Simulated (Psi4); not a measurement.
**SiH2 (SMILES [H][Si][H]): FNO-QCISD(T)/3-21G (occ tolerance 1e-06)**

What is the energy change on altering one bond length of SiH2 at FNO-QCISD(T)/3-21G (occ tolerance 1e-06)? 

The results are computed with Psi4 1.11.

6 further runs of the same task are left out: 1 that didn't finish, 5 set aside as unsound or not needed.

## Step 1: The structure to begin with

The species is SiH2 (3 atoms), meant as a singlet with charge 0. As SMILES, `[H][Si][H]`. The coordinates come from a GFN2-xTB relaxation.

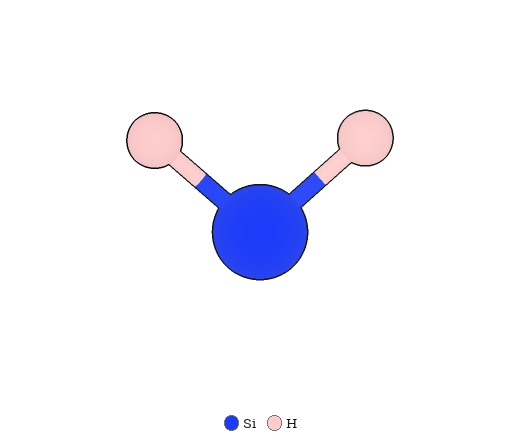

Viewed from a chosen angle; silicon blue, hydrogen pink.

## Step 2: Energy and forces at FNO-QCISD(T)/3-21G (occ tolerance 1e-06)

h2si.dat reads:

```
memory 1.6 GB

molecule {
  0 1
  Si     0.005220    -0.008160    -0.655700
  H      1.110230    -0.020010     0.337410
  H     -1.115450     0.028170     0.318290
  units angstrom
  no_reorient
  no_com
}

set basis 3-21G
set freeze_core true
set scf_type pk
set occ_tolerance 1e-06

gradient("fno-qcisd(t)")
```

Started as:

```console
psi4 -n 1 h2si.dat h2si.out
```

h2si.out:

```text
[...]
  Running in c1 symmetry.
[...]
  Nuclear repulsion =   10.212188844427162
[...]
  Multiplicity = 1
[...]
  Nalpha       = 8
  Nbeta        = 8
[...]
    Number of basis functions: 17
[...]
   @RHF iter   1:  -288.47790757597306   -5.51108e-01   3.78302e-03 DIIS/ADIIS
[...]
      * MP2 total energy:                   -288.526680275600
[...]
      * MP2 total energy:                   -288.526680275600
[...]
   @RHF iter  10:  -288.48286091643848   -1.70530e-13   3.55429e-11 DIIS
[...]
    Orbital Energies [Eh]
    ---------------------
    Doubly Occupied:
       1A    -68.305281     2A     -6.114340     3A     -4.206581
       4A     -4.206054     5A     -4.204327     6A     -0.693422
       7A     -0.471362     8A     -0.326356
[...]
  @RHF Final Energy:  -288.48286091643848
   => Energetics <=
    Nuclear Repulsion Energy =             10.2024198363308987
    One-Electron Energy =                -420.3151126041426551
    Two-Electron Energy =                 121.6298318513732966
    Total Energy =                       -288.4828609164384829
[...]
 Multipole Moments:
 ------------------------------------------------------------------------------------
     Multipole            Electronic (a.u.)      Nuclear  (a.u.)        Total (a.u.)
 ------------------------------------------------------------------------------------
 L = 1.  Multiply by 2.5417464519 to convert [e a0] to [Debye]
 Dipole X            :         -0.1315817            0.1282368           -0.0033449
 Dipole Y            :          0.2049000           -0.2004621            0.0044379
 Dipole Z            :         16.4639241          -16.1082145            0.3557096
 Magnitude           :                                                    0.3557531
[...]
      * MP2 total energy:                   -288.526764451787
[...]
      * MP2 total energy:                   -288.526764451787
[...]
      * MP3 total energy:                   -288.539305113276
[...]
      * QCISD total energy:                 -288.545948414478
[...]
```

Wall time 16 s (1 thread of AMD EPYC 7R43 (Zen 3), shared host); peak memory 0.18 GiB.

## Step 3: The distorted shape

input.inp reads:

```
memory 1.6 GB

molecule mol {
  Si     1.686188    -0.062654    -2.116653
  H      2.791198    -0.074504    -1.123543
  H     -1.115450     0.028170     0.318290
  no_reorient
  no_com
}

set basis 3-21G
set freeze_core true
set scf_type pk
set occ_tolerance 1e-06

e_tot, wfn = gradient("fno-qcisd(t)", return_wfn=True)
print_variables()
```

Started as:

```console
psi4 input.inp input.out -n 1
```

input.out:

```text
[...]
  Running in c1 symmetry.
[...]
  Nuclear repulsion =    7.108675352784402
[...]
  Multiplicity = 1
[...]
  Nalpha       = 8
  Nbeta        = 8
[...]
    Number of basis functions: 17
[...]
   @RHF iter   1:  -288.25192331218881   -5.87559e-01   8.14377e-03 DIIS/ADIIS
[...]
      * MP2 total energy:                   -288.380487786052
[...]
      * MP2 total energy:                   -288.380487786052
[...]
   @RHF iter  12:  -288.28833927338246   -6.82121e-13   5.58721e-11 DIIS
[...]
    Orbital Energies [Eh]
    ---------------------
    Doubly Occupied:
       1A    -68.391154     2A     -6.191398     3A     -4.282145
       4A     -4.281006     5A     -4.280232     6A     -0.689083
       7A     -0.415063     8A     -0.237428
[...]
  @RHF Final Energy:  -288.28833927338246
   => Energetics <=
    Nuclear Repulsion Energy =              7.1047073279018447
    One-Electron Energy =                -413.2510748910514167
    Two-Electron Energy =                 117.8580282897671054
    Total Energy =                       -288.2883392733824621
[...]
 Multipole Moments:
 ------------------------------------------------------------------------------------
     Multipole            Electronic (a.u.)      Nuclear  (a.u.)        Total (a.u.)
 ------------------------------------------------------------------------------------
 L = 1.  Multiply by 2.5417464519 to convert [e a0] to [Debye]
 Dipole X            :        -46.3194322           47.7767740            1.4573418
 Dipole Y            :          1.7025163           -1.7451432           -0.0426269
 Dipole Z            :         56.6299096          -57.5202302           -0.8903207
 Magnitude           :                                                    1.7083129
[...]
      * MP2 total energy:                   -288.380483697685
[...]
      * MP2 total energy:                   -288.380483697685
[...]
      * MP3 total energy:                   -288.421813784549
[...]
      * QCISD total energy:                 -288.447772910925
[...]
```

Run time: 19 s. Hardware: 1 thread of AMD EPYC 7R43 (Zen 3), shared host; peak memory 0.19 GiB.

## Step 4: Results

At FNO-QCISD(T)/3-21G (occ tolerance 1e-06):

```
                                                          quantity          value
                                         first shape: total energy  -288.54643 Eh
                                   first shape: correlation energy      -63.6 mEh
                                        first shape: T1 diagnostic          0.010
                             first shape: largest force on an atom     1.775 eV/Å
                                     distorted shape: total energy  -288.45154 Eh
                               distorted shape: correlation energy     -163.1 mEh
                                    distorted shape: T1 diagnostic          0.087
                         distorted shape: largest force on an atom     1.396 eV/Å
energy change with the Si1–H3 bond stretched from 1.485 to 3.713 Å       2.582 eV
```

One bond (distorted shape) is far stretched, which a spin-restricted single reference describes badly; perturbation theory on it can break down and give far too much correlation. With the Si1–H3 bond stretched from 1.485 to 3.713 Å the energy rises by 2.58 eV (249 kJ/mol). The first shape isn't relaxed at this level, so the change isn't measured from a minimum. A restricted reference can't describe the breaking bond well at this length. The largest force (first shape) is 1.77 eV/Å: the shape isn't a stationary point for this species at this level. The T1 diagnostic (distorted shape) of 0.087 is above the customary mark for such species, so a single reference may not serve.
